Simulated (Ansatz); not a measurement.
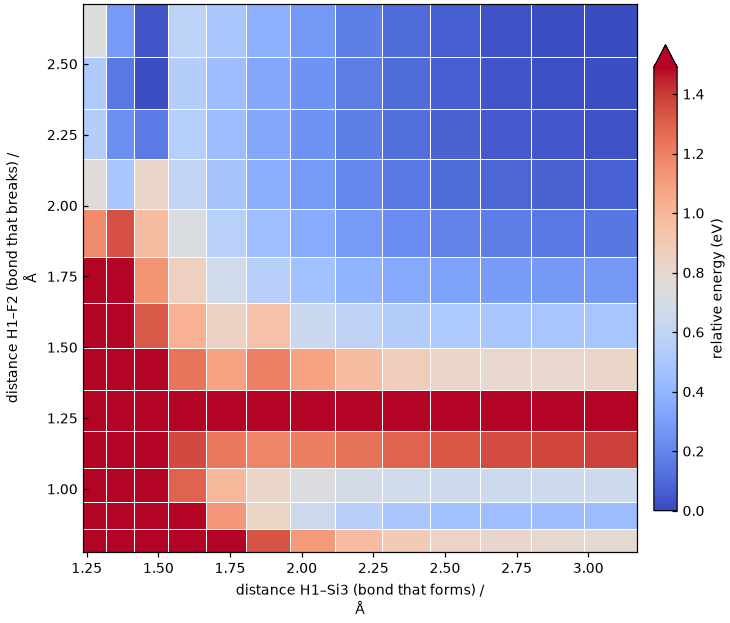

Energy landscape of the reacting system FH4Si (fragments FH + H₃Si where the first distance is long, FH₃Si + H where the second is long), spin multiplicity 2. First axis: distance H1–Si3 (bond that forms). Second axis: distance H1–F2 (bond that breaks). Relaxed at each point: all other coordinates. The grid has 13 × 13 points. Points are written as (first, second). Energies: eV, counted from the lowest grid point. Energies and slopes of some neighbouring points disagree (a jump in structure or state, or too coarse a mesh). Method: UKS BHLYP-D4/def2-SVP in Ansatz 0.2.0.

The picture shows one coloured cell a grid point, one colour for all values above the top of the scale. 

### Describe this landscape.

The lowest grid point is at (3.078 Å, 2.619 Å). It lies in a valley that leaves the map towards separated partners. Other grid points that lie below all their neighbours: (1.470 Å, 2.433 Å) (0.007 eV higher). The energy also falls towards the edge at (3.078 Å, 0.900 Å) (0.43 eV above the lowest), where a further well may lie outside the range. The highest grid point, (1.278 Å, 0.819 Å), lies 4.77 eV above the lowest.

Each point was launched as `ansatz run input.yaml --threads 1 --pin off --max-ram 2560MiB --backend cpu --events-out ev --progress --plain --runs-dir out`. The whole map (169 points run) took 28 min on 1 thread of Arm Neoverse V1, with other jobs on the host.
